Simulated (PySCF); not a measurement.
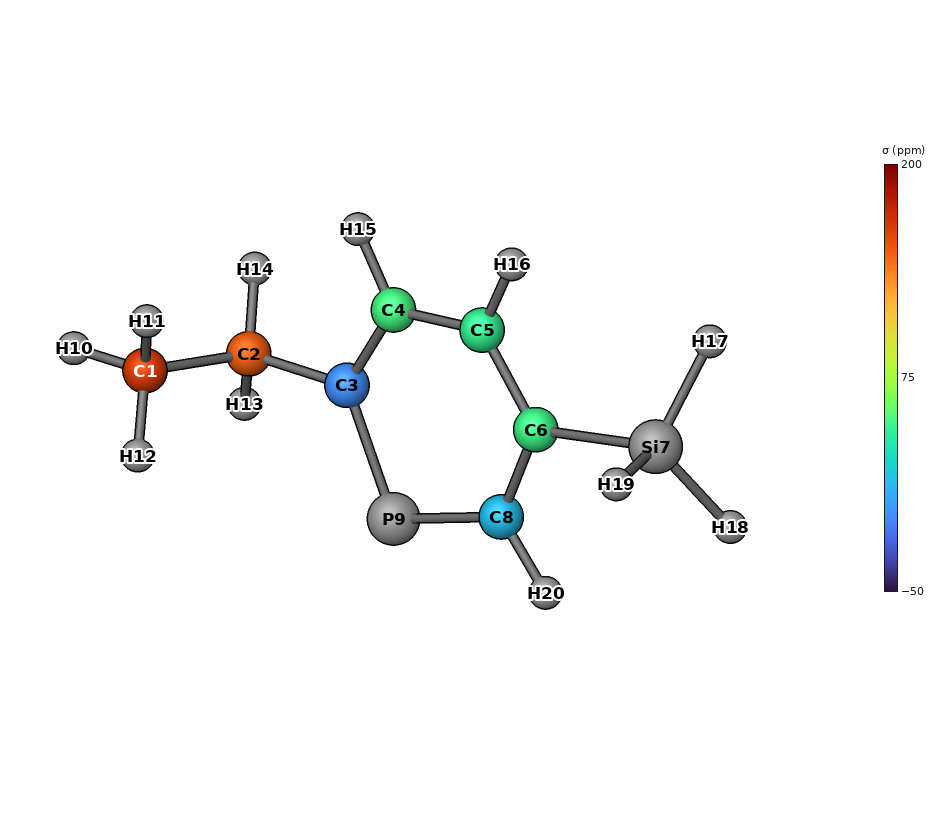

Atoms are coloured by their isotropic NMR shieldings (C only, the others grey). The geometry was computed by an optimisation with GFN2-xTB. No frequency run is at hand to confirm it as a minimum. Method: GIAO PBE0/pcSseg-1 NMR shielding, non-relativistic, gas phase (PySCF 2.14.0).

Give the isotropic NMR shieldings of the C atoms atom by atom.

| atom | σ (ppm) |
| --- | --- |
| C1 | 161.2 |
| C2 | 148.2 |
| C3 | −3.8 |
| C4 | 50.1 |
| C5 | 45.6 |
| C6 | 48.6 |
| C8 | 12.8 |

The geometry is semi-empirical. Around P, Si such bond lengths and angles can be off by a tenth of an ångström or more and by several degrees, and values that hang on the shape move with them.
